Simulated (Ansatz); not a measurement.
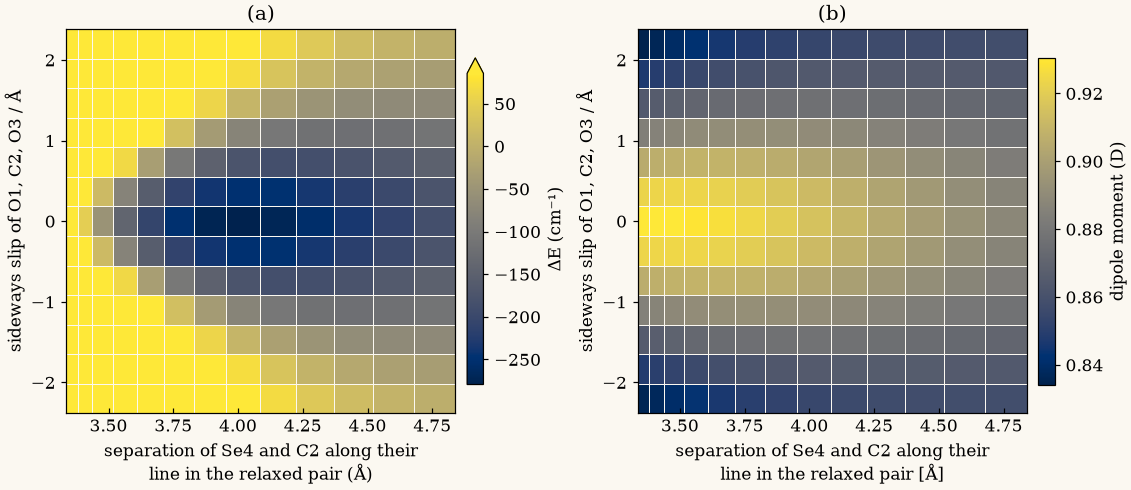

The pair CO₂···H₂Se. The first coordinate is: separation of Se4 and C2 along their line in the relaxed pair; the second: sideways slip of O1, C2, O3. Nothing is relaxed (both partners rigid). The grid has 13 × 13 points. Points are written as (first, second). Energies are in cm⁻¹, from the two partners far apart, frozen as in the relaxed pair, each in its own basis (no counterpoise correction). The calculation used RHF/def2-SVPD in Ansatz.

Panel (a) is the energy; panel (b) is the computed dipole moment, in D.

The picture shows one coloured cell a grid point, one colour for all values above the top of the scale.

How does the dipole moment vary over the map, and what is it at the lowest grid point?

Leaving out the highest fifth of the energies, it runs from 0.85 D at (3.659 Å, 2.20 Å) to 0.93 D at (3.402 Å, 0.00 Å). At the lowest grid point, (4.017 Å, 0.00 Å), it is 0.92 D.
